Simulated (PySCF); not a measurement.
SiF (charge +1): geometry relaxation (part 2 of 2)

Continued. System: SiF, charge +1. Method: UKS-m06l/ano-rcc-vdzp, optimize (PySCF 2.14.0). 

Geometry of the input (Å):
```
Si 0.0000  0.0000  0.0000
F  0.0000  0.0000  1.4820
```

**What the program printed, continued**
```
******** <class 'pyscf.x2c.sfx2c1e.SpinFreeX2CHelper'> ********
approx = 1e
xuncontract = 1
Freeze 0 electrons in irreps []
    22 free electrons in irreps A1 E1x E1y E2x E2y
Set gradient conv threshold to 3.16228e-05
tot grids = 33448
init E= -389.712212062903
alpha HOMO (A1) = -0.625243637542264  LUMO (E1x) = -0.398180197495128
beta  HOMO (A1) = -0.625243635258133  LUMO (E1x) = -0.398180200500225
  HOMO = -0.625243635258  LUMO = -0.3981802005  gap/eV = 6.17871
cycle= 1 E= -389.73676991859  delta_E= -0.0246  |g|= 0.0104  |ddm|= 0.0682
alpha HOMO (A1) = -0.621774186271056  LUMO (E1x) = -0.393442896352243
beta  HOMO (A1) = -0.621774185276728  LUMO (E1x) = -0.39344289736446
  HOMO = -0.621774185277  LUMO = -0.393442897364  gap/eV = 6.21321
cycle= 2 E= -389.736800173283  delta_E= -3.03e-05  |g|= 0.00987  |ddm|= 0.0305
alpha HOMO (A1) = -0.621653790286364  LUMO (E1x) = -0.393272109931244
beta  HOMO (A1) = -0.621653789666899  LUMO (E1x) = -0.393272110627497
  HOMO = -0.621653789667  LUMO = -0.393272110627  gap/eV = 6.21458
cycle= 3 E= -389.736830664966  delta_E= -3.05e-05  |g|= 0.00728  |ddm|= 0.0142
alpha HOMO (A1) = -0.621302440722096  LUMO (E1x) = -0.393246949894604
beta  HOMO (A1) = -0.621302440312959  LUMO (E1x) = -0.393246950350686
  HOMO = -0.621302440313  LUMO = -0.393246950351  gap/eV = 6.20571
cycle= 4 E= -389.736850512705  delta_E= -1.98e-05  |g|= 0.000489  |ddm|= 0.00497
alpha HOMO (A1) = -0.621300406301859  LUMO (E1x) = -0.393231077828382
beta  HOMO (A1) = -0.621300406125898  LUMO (E1x) = -0.393231078027108
  HOMO = -0.621300406126  LUMO = -0.393231078027  gap/eV = 6.20608
cycle= 5 E= -389.736850609971  delta_E= -9.73e-08  |g|= 2.43e-05  |ddm|= 0.000405
alpha HOMO (A1) = -0.621316081270601  LUMO (E1x) = -0.393244264406904
beta  HOMO (A1) = -0.621316081190371  LUMO (E1x) = -0.3932442644979
  HOMO = -0.62131608119  LUMO = -0.393244264498  gap/eV = 6.20615
cycle= 6 E= -389.736850610443  delta_E= -4.72e-10  |g|= 3.95e-06  |ddm|= 4.87e-05
alpha HOMO (A1) = -0.621316163895258  LUMO (E1x) = -0.393244263327232
beta  HOMO (A1) = -0.621316163866477  LUMO (E1x) = -0.393244263359956
  HOMO = -0.621316163866  LUMO = -0.39324426336  gap/eV = 6.20615
Extra cycle  E= -389.736850610419  delta_E= 2.46e-11  |g|= 8.95e-06  |ddm|= 1.08e-05
converged SCF energy = -389.736850610419  <S^2> = 5.3290705e-15  2S+1 = 1

******** <class 'pyscf.grad.rhf.Gradients_Scanner'> for <class 'pyscf.scf.hf.DFsfX2C1eSymAdaptedUKS_Scanner'> ********
unit = Eh/Bohr
grid_response = True
--------------- DFsfX2C1eSymAdaptedUKS_Scanner gradients ---------------
         x                y                z
0 Si     0.0000000000     0.0000000000     0.0302870561
1 F     0.0000000000     0.0000000000    -0.0302870561
----------------------------------------------
cycle 2: E = -389.73685061  dE = -0.00741627  norm(grad) = 0.0428324
Step    1 : Displace = 3.144e-02/3.144e-02 (rms/max) Trust = 1.000e-01 (=) Grad = 3.029e-02/3.029e-02 (rms/max) E (change) = -389.7368506104 (-7.416e-03) Quality = 1.267
Hessian Eigenvalues: 5.00000e-02 5.00000e-02 5.00000e-02 ... 5.00000e-02 5.00000e-02 5.74685e-01

Geometry optimization cycle 3
Cartesian coordinates (Angstrom)
 Atom        New coordinates             dX        dY        dZ
  Si   0.000000   0.000000  -0.045380    0.000000  0.000000 -0.013944
   F   0.000000   0.000000   1.527380    0.000000  0.000000  0.013944
New geometry
   1 Si     0.000000000000   0.000000000000  -0.045380167743 AA    0.000000000000   0.000000000000  -0.085756088521 Bohr
   2 F      0.000000000000   0.000000000000   1.527380167745 AA    0.000000000000   0.000000000000   2.886330205129 Bohr

******** <class 'pyscf.scf.hf.DFsfX2C1eSymAdaptedUKS_Scanner'> ********
method = DFsfX2C1eSymAdaptedUKS_Scanner
initial guess = mod_huckel
damping factor = 0
level_shift factor = 0
DIIS = <class 'pyscf.scf.diis.CDIIS'>
diis_start_cycle = 1
diis_space = 8
diis_damp = 0
SCF conv_tol = 1e-09
SCF conv_tol_grad = None
SCF max_cycles = 50
direct_scf = False
number electrons alpha = 11  beta = 11
XC library pyscf.dft.libxc version 7.0.0
    S. Lehtola, C. Steigemann, M. J.T. Oliveira, and M. A.L. Marques.,  SoftwareX 7, 1–5 (2018)
XC functionals = m06l
    Y. Zhao and D. G. Truhlar.,  J. Chem. Phys. 125, 194101 (2006)
    Y. Zhao and D. G. Truhlar.,  J. Chem. Phys. 125, 194101 (2006)
    Y. Zhao and D. G. Truhlar.,  Theor. Chem. Acc. 120, 215 (2008)
radial grids:
    Treutler-Ahlrichs [JCP 102, 346 (1995); DOI:10.1063/1.469408] (M4) radial grids

becke partition: Becke, JCP 88, 2547 (1988); DOI:10.1063/1.454033
pruning grids: <function nwchem_prune>
grids dens level: 3
symmetrized grids: True
atomic radii adjust function: <function treutler_atomic_radii_adjust>
small_rho_cutoff = 0

******** <class 'pyscf.x2c.sfx2c1e.SpinFreeX2CHelper'> ********
approx = 1e
xuncontract = 1
Freeze 0 electrons in irreps []
    22 free electrons in irreps A1 E1x E1y E2x E2y
Set gradient conv threshold to 3.16228e-05
tot grids = 33448
init E= -389.725760347091
alpha HOMO (A1) = -0.6246517052646  LUMO (E1x) = -0.398581833490633
beta  HOMO (A1) = -0.624651705253338  LUMO (E1x) = -0.398581833502917
  HOMO = -0.624651705253  LUMO = -0.398581833503  gap/eV = 6.15167
cycle= 1 E= -389.737787993262  delta_E= -0.012  |g|= 0.00621  |ddm|= 0.0299
alpha HOMO (A1) = -0.622234492503075  LUMO (E1x) = -0.39597338177325
beta  HOMO (A1) = -0.622234492498584  LUMO (E1x) = -0.395973381777526
  HOMO = -0.622234492499  LUMO = -0.395973381778  gap/eV = 6.15688
cycle= 2 E= -389.737760174501  delta_E= 2.78e-05  |g|= 0.0111  |ddm|= 0.0189
alpha HOMO (A1) = -0.622483508922006  LUMO (E1x) = -0.395934736601404
beta  HOMO (A1) = -0.622483508918605  LUMO (E1x) = -0.39593473660483
  HOMO = -0.622483508919  LUMO = -0.395934736605  gap/eV = 6.16471
cycle= 3 E= -389.737811657668  delta_E= -5.15e-05  |g|= 0.00225  |ddm|= 0.00965
alpha HOMO (A1) = -0.622331216996984  LUMO (E1x) = -0.395957489847852
beta  HOMO (A1) = -0.622331216995022  LUMO (E1x) = -0.395957489849842
  HOMO = -0.622331216995  LUMO = -0.39595748985  gap/eV = 6.15994
cycle= 4 E= -389.737813680362  delta_E= -2.02e-06  |g|= 0.000235  |ddm|= 0.00211
alpha HOMO (A1) = -0.622333938496168  LUMO (E1x) = -0.395953647178123
beta  HOMO (A1) = -0.622333938495341  LUMO (E1x) = -0.395953647178966
  HOMO = -0.622333938495  LUMO = -0.395953647179  gap/eV = 6.16012
cycle= 5 E= -389.737813703517  delta_E= -2.32e-08  |g|= 1.08e-05  |ddm|= 0.000203
alpha HOMO (A1) = -0.62234060050843  LUMO (E1x) = -0.395959358575814
beta  HOMO (A1) = -0.622340600508047  LUMO (E1x) = -0.395959358576206
  HOMO = -0.622340600508  LUMO = -0.395959358576  gap/eV = 6.16015
cycle= 6 E= -389.73781370362  delta_E= -1.03e-10  |g|= 1.54e-06  |ddm|= 2.29e-05
alpha HOMO (A1) = -0.622340663996643  LUMO (E1x) = -0.39595936374363
beta  HOMO (A1) = -0.622340663996503  LUMO (E1x) = -0.395959363743775
  HOMO = -0.622340663997  LUMO = -0.395959363744  gap/eV = 6.16015
Extra cycle  E= -389.737813703616  delta_E= 4.32e-12  |g|= 3.58e-06  |ddm|= 4.33e-06
converged SCF energy = -389.737813703616  <S^2> = 5.3290705e-15  2S+1 = 1

******** <class 'pyscf.grad.rhf.Gradients_Scanner'> for <class 'pyscf.scf.hf.DFsfX2C1eSymAdaptedUKS_Scanner'> ********
unit = Eh/Bohr
grid_response = True
--------------- DFsfX2C1eSymAdaptedUKS_Scanner gradients ---------------
         x                y                z
0 Si     0.0000000000     0.0000000000     0.0068318756
1 F     0.0000000000     0.0000000000    -0.0068318756
----------------------------------------------
cycle 3: E = -389.737813704  dE = -0.000963093  norm(grad) = 0.00966173
Step    2 : Displace = 1.394e-02/1.394e-02 (rms/max) Trust = 1.414e-01 (+) Grad = 6.832e-03/6.832e-03 (rms/max) E (change) = -389.7378137036 (-9.631e-04) Quality = 1.207
Hessian Eigenvalues: 5.00000e-02 5.00000e-02 5.00000e-02 ... 5.00000e-02 5.00000e-02 4.45053e-01

Geometry optimization cycle 4
Cartesian coordinates (Angstrom)
 Atom        New coordinates             dX        dY        dZ
  Si   0.000000   0.000000  -0.049442    0.000000  0.000000 -0.004062
   F   0.000000   0.000000   1.531442    0.000000  0.000000  0.004062
New geometry
   1 Si     0.000000000000   0.000000000000  -0.049441787366 AA    0.000000000000   0.000000000000  -0.093431437230 Bohr
   2 F      0.000000000000   0.000000000000   1.531441787369 AA    0.000000000000   0.000000000000   2.894005553841 Bohr

******** <class 'pyscf.scf.hf.DFsfX2C1eSymAdaptedUKS_Scanner'> ********
method = DFsfX2C1eSymAdaptedUKS_Scanner
initial guess = mod_huckel
damping factor = 0
level_shift factor = 0
DIIS = <class 'pyscf.scf.diis.CDIIS'>
diis_start_cycle = 1
diis_space = 8
diis_damp = 0
SCF conv_tol = 1e-09
SCF conv_tol_grad = None
SCF max_cycles = 50
direct_scf = False
number electrons alpha = 11  beta = 11
XC library pyscf.dft.libxc version 7.0.0
    S. Lehtola, C. Steigemann, M. J.T. Oliveira, and M. A.L. Marques.,  SoftwareX 7, 1–5 (2018)
XC functionals = m06l
    Y. Zhao and D. G. Truhlar.,  J. Chem. Phys. 125, 194101 (2006)
    Y. Zhao and D. G. Truhlar.,  J. Chem. Phys. 125, 194101 (2006)
    Y. Zhao and D. G. Truhlar.,  Theor. Chem. Acc. 120, 215 (2008)
radial grids:
    Treutler-Ahlrichs [JCP 102, 346 (1995); DOI:10.1063/1.469408] (M4) radial grids

becke partition: Becke, JCP 88, 2547 (1988); DOI:10.1063/1.454033
pruning grids: <function nwchem_prune>
grids dens level: 3
symmetrized grids: True
atomic radii adjust function: <function treutler_atomic_radii_adjust>
small_rho_cutoff = 0

******** <class 'pyscf.x2c.sfx2c1e.SpinFreeX2CHelper'> ********
approx = 1e
xuncontract = 1
Freeze 0 electrons in irreps []
    22 free electrons in irreps A1 E1x E1y E2x E2y
Set gradient conv threshold to 3.16228e-05
tot grids = 33448
init E= -389.734256816639
alpha HOMO (A1) = -0.623329835045555  LUMO (E1x) = -0.397540018961128
beta  HOMO (A1) = -0.623329835045503  LUMO (E1x) = -0.397540018961183
  HOMO = -0.623329835046  LUMO = -0.397540018961  gap/eV = 6.14405
cycle= 1 E= -389.737867851143  delta_E= -0.00361  |g|= 0.00201  |ddm|= 0.00865
alpha HOMO (A1) = -0.62254267753947  LUMO (E1x) = -0.396736036136198
beta  HOMO (A1) = -0.62254267753945  LUMO (E1x) = -0.396736036136218
  HOMO = -0.622542677539  LUMO = -0.396736036136  gap/eV = 6.14451
cycle= 2 E= -389.737863988717  delta_E= 3.86e-06  |g|= 0.00388  |ddm|= 0.00606
alpha HOMO (A1) = -0.622639795828072  LUMO (E1x) = -0.396725637818704
beta  HOMO (A1) = -0.622639795828057  LUMO (E1x) = -0.396725637818719
  HOMO = -0.622639795828  LUMO = -0.396725637819  gap/eV = 6.14744
cycle= 3 E= -389.737870256765  delta_E= -6.27e-06  |g|= 0.00061  |ddm|= 0.0032
alpha HOMO (A1) = -0.622600973238053  LUMO (E1x) = -0.396737450285489
beta  HOMO (A1) = -0.622600973238043  LUMO (E1x) = -0.396737450285499
  HOMO = -0.622600973238  LUMO = -0.396737450285  gap/eV = 6.14606
cycle= 4 E= -389.737870412617  delta_E= -1.56e-07  |g|= 7.05e-05  |ddm|= 0.000631
alpha HOMO (A1) = -0.622602301666918  LUMO (E1x) = -0.396736804972224
beta  HOMO (A1) = -0.622602301666914  LUMO (E1x) = -0.396736804972227
  HOMO = -0.622602301667  LUMO = -0.396736804972  gap/eV = 6.14611
cycle= 5 E= -389.737870414721  delta_E= -2.1e-09  |g|= 3.23e-06  |ddm|= 6.15e-05
alpha HOMO (A1) = -0.622604203961028  LUMO (E1x) = -0.396738450831385
beta  HOMO (A1) = -0.622604203961025  LUMO (E1x) = -0.396738450831388
  HOMO = -0.622604203961  LUMO = -0.396738450831  gap/eV = 6.14612
cycle= 6 E= -389.737870414731  delta_E= -9.66e-12  |g|= 4.28e-07  |ddm|= 6.82e-06
alpha HOMO (A1) = -0.622604225321426  LUMO (E1x) = -0.396738453372094
beta  HOMO (A1) = -0.622604225321426  LUMO (E1x) = -0.396738453372093
  HOMO = -0.622604225321  LUMO = -0.396738453372  gap/eV = 6.14612
Extra cycle  E= -389.73787041473  delta_E= 6.25e-13  |g|= 1e-06  |ddm|= 1.21e-06
converged SCF energy = -389.73787041473  <S^2> = 5.3290705e-15  2S+1 = 1

******** <class 'pyscf.grad.rhf.Gradients_Scanner'> for <class 'pyscf.scf.hf.DFsfX2C1eSymAdaptedUKS_Scanner'> ********
unit = Eh/Bohr
grid_response = True
--------------- DFsfX2C1eSymAdaptedUKS_Scanner gradients ---------------
         x                y                z
0 Si     0.0000000000     0.0000000000     0.0005987623
1 F     0.0000000000     0.0000000000    -0.0005987623
----------------------------------------------
cycle 4: E = -389.737870415  dE = -5.67111e-05  norm(grad) = 0.000846778
Step    3 : Displace = 4.062e-03/4.062e-03 (rms/max) Trust = 2.000e-01 (+) Grad = 5.988e-04/5.988e-04 (rms/max) E (change) = -389.7378704147 (-5.671e-05) Quality = 1.082
Hessian Eigenvalues: 5.00000e-02 5.00000e-02 5.00000e-02 ... 5.00000e-02 5.00000e-02 4.06048e-01

Geometry optimization cycle 5
Cartesian coordinates (Angstrom)
 Atom        New coordinates             dX        dY        dZ
  Si   0.000000   0.000000  -0.049832    0.000000  0.000000 -0.000390
   F   0.000000   0.000000   1.531832    0.000000  0.000000  0.000390
New geometry
   1 Si     0.000000000000   0.000000000000  -0.049831952665 AA    0.000000000000   0.000000000000  -0.094168742788 Bohr
   2 F      0.000000000000   0.000000000000   1.531831952671 AA    0.000000000000   0.000000000000   2.894742859406 Bohr

******** <class 'pyscf.scf.hf.DFsfX2C1eSymAdaptedUKS_Scanner'> ********
method = DFsfX2C1eSymAdaptedUKS_Scanner
initial guess = mod_huckel
damping factor = 0
level_shift factor = 0
DIIS = <class 'pyscf.scf.diis.CDIIS'>
diis_start_cycle = 1
diis_space = 8
diis_damp = 0
SCF conv_tol = 1e-09
SCF conv_tol_grad = None
SCF max_cycles = 50
direct_scf = False
number electrons alpha = 11  beta = 11
XC library pyscf.dft.libxc version 7.0.0
    S. Lehtola, C. Steigemann, M. J.T. Oliveira, and M. A.L. Marques.,  SoftwareX 7, 1–5 (2018)
XC functionals = m06l
    Y. Zhao and D. G. Truhlar.,  J. Chem. Phys. 125, 194101 (2006)
    Y. Zhao and D. G. Truhlar.,  J. Chem. Phys. 125, 194101 (2006)
    Y. Zhao and D. G. Truhlar.,  Theor. Chem. Acc. 120, 215 (2008)
radial grids:
    Treutler-Ahlrichs [JCP 102, 346 (1995); DOI:10.1063/1.469408] (M4) radial grids

becke partition: Becke, JCP 88, 2547 (1988); DOI:10.1063/1.454033
pruning grids: <function nwchem_prune>
grids dens level: 3
symmetrized grids: True
atomic radii adjust function: <function treutler_atomic_radii_adjust>
small_rho_cutoff = 0

******** <class 'pyscf.x2c.sfx2c1e.SpinFreeX2CHelper'> ********
approx = 1e
xuncontract = 1
Freeze 0 electrons in irreps []
    22 free electrons in irreps A1 E1x E1y E2x E2y
Set gradient conv threshold to 3.16228e-05
tot grids = 33448
init E= -389.737520895603
alpha HOMO (A1) = -0.622699384574073  LUMO (E1x) = -0.396890812523671
beta  HOMO (A1) = -0.622699384574073  LUMO (E1x) = -0.396890812523671
  HOMO = -0.622699384574  LUMO = -0.396890812524  gap/eV = 6.14456
cycle= 1 E= -389.737870841411  delta_E= -0.00035  |g|= 0.000196  |ddm|= 0.000829
alpha HOMO (A1) = -0.622622317109124  LUMO (E1x) = -0.396812608497322
beta  HOMO (A1) = -0.622622317109124  LUMO (E1x) = -0.396812608497322
  HOMO = -0.622622317109  LUMO = -0.396812608497  gap/eV = 6.14460
cycle= 2 E= -389.737870803807  delta_E= 3.76e-08  |g|= 0.00038  |ddm|= 0.00059
alpha HOMO (A1) = -0.622631954357879  LUMO (E1x) = -0.396811659665618
beta  HOMO (A1) = -0.62263195435788  LUMO (E1x) = -0.396811659665618
  HOMO = -0.622631954358  LUMO = -0.396811659666  gap/eV = 6.14488
cycle= 3 E= -389.737870864181  delta_E= -6.04e-08  |g|= 5.86e-05  |ddm|= 0.000313
alpha HOMO (A1) = -0.622628327460344  LUMO (E1x) = -0.396812907129058
beta  HOMO (A1) = -0.622628327460343  LUMO (E1x) = -0.396812907129058
  HOMO = -0.62262832746  LUMO = -0.396812907129  gap/eV = 6.14475
cycle= 4 E= -389.737870865625  delta_E= -1.44e-09  |g|= 6.8e-06  |ddm|= 6.1e-05
alpha HOMO (A1) = -0.622628465370823  LUMO (E1x) = -0.396812857640178
beta  HOMO (A1) = -0.622628465370824  LUMO (E1x) = -0.396812857640178
  HOMO = -0.622628465371  LUMO = -0.39681285764  gap/eV = 6.14476
cycle= 5 E= -389.737870865644  delta_E= -1.93e-11  |g|= 3.13e-07  |ddm|= 5.94e-06
alpha HOMO (A1) = -0.622628678131721  LUMO (E1x) = -0.396813056144199
beta  HOMO (A1) = -0.62262867813172  LUMO (E1x) = -0.3968130561442
  HOMO = -0.622628678132  LUMO = -0.396813056144  gap/eV = 6.14476
Extra cycle  E= -389.737870865644  delta_E=    0  |g|= 6.64e-07  |ddm|= 1.18e-06
converged SCF energy = -389.737870865644  <S^2> = 1.4210855e-14  2S+1 = 1

******** <class 'pyscf.grad.rhf.Gradients_Scanner'> for <class 'pyscf.scf.hf.DFsfX2C1eSymAdaptedUKS_Scanner'> ********
unit = Eh/Bohr
grid_response = True
--------------- DFsfX2C1eSymAdaptedUKS_Scanner gradients ---------------
         x                y                z
0 Si     0.0000000000     0.0000000000     0.0000130550
1 F     0.0000000000     0.0000000000    -0.0000130550
----------------------------------------------
cycle 5: E = -389.737870866  dE = -4.50914e-07  norm(grad) = 1.84626e-05
```

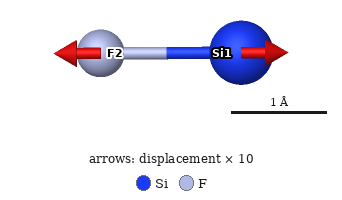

Fig. 1: The starting structure with the displacements as red arrows, magnified 10 times (ball-and-stick view, seen on its broad side). The two geometries are laid on each other by the best rigid fit. The largest moves after the best rigid fit, 0.050 Å, are those of Si1 and F2. Largest moves by element: Si 0.050 Å, F 0.050 Å. Among the contacts that change: Si1–F2 1.482 → 1.582 Å. (Atoms are counted from 1 in the order of the input.)

```
Step    4 : Displace = 3.902e-04/3.902e-04 (rms/max) Trust = 2.828e-01 (+) Grad = 1.305e-05/1.305e-05 (rms/max) E (change) = -389.7378708656 (-4.509e-07) Quality = 1.021
Hessian Eigenvalues: 5.00000e-02 5.00000e-02 5.00000e-02 ... 5.00000e-02 5.00000e-02 4.06048e-01
Converged! =D

    #| If this code has benefited your research, please support us by citing: |#
    #| Wang, L.-P.; Song, C.C. (2016) "Geometry optimization made simple with |#
    #| translation and rotation coordinates", J. Chem, Phys. 144, 214108.     |#
    #|                                     |#
optimised geometry (angstrom)
Si          0.00000000        0.00000000       -0.04983195
F           0.00000000        0.00000000        1.53183195
orbital energies (hartree): [array([-0.7289, -0.7289, -0.6184, -0.3869, -0.3869, -0.249 ]), array([-0.7289, -0.7289, -0.6184, -0.3869, -0.3869, -0.249 ])]
```

**Results in brief**

- outcome: converged
- SCF energy at the first geometry: −389.729434 hartree
- hardware: 1 CPU thread, shared host
- wall time: 15 s
